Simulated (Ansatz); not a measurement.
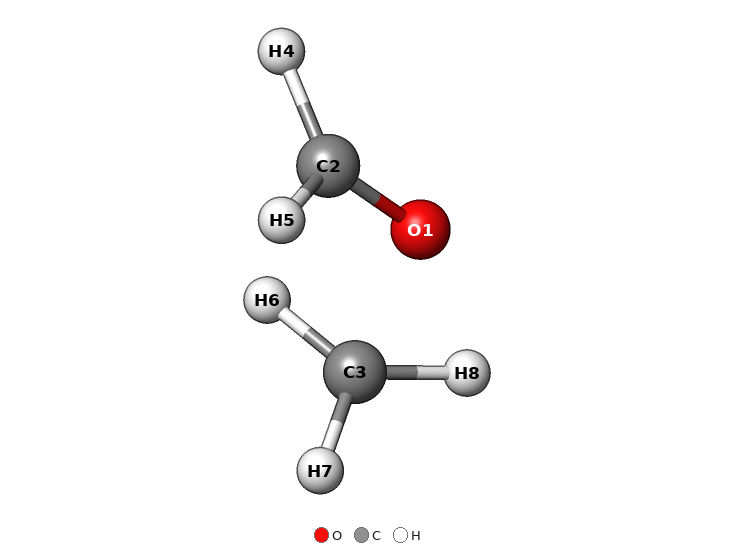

Charge 0, doublet. Sticks follow a distance rule. Harmonic vibrations computed with UKS PBE0-D4/def2-SVP (Ansatz 0.2.0) at a stationary point of the same level.

Q: Minimum or transition state?

A: A first-order saddle point: one imaginary frequency, 247i cm⁻¹.

Q: How many vibrational modes are there, and where do they lie?

A: 18 modes: 247i, 61, 192, 241, 443, 483, 728, 1091, 1248, 1379, 1385, 1497, 1688, 2939, 3018, 3124, 3320, 3331 cm⁻¹.
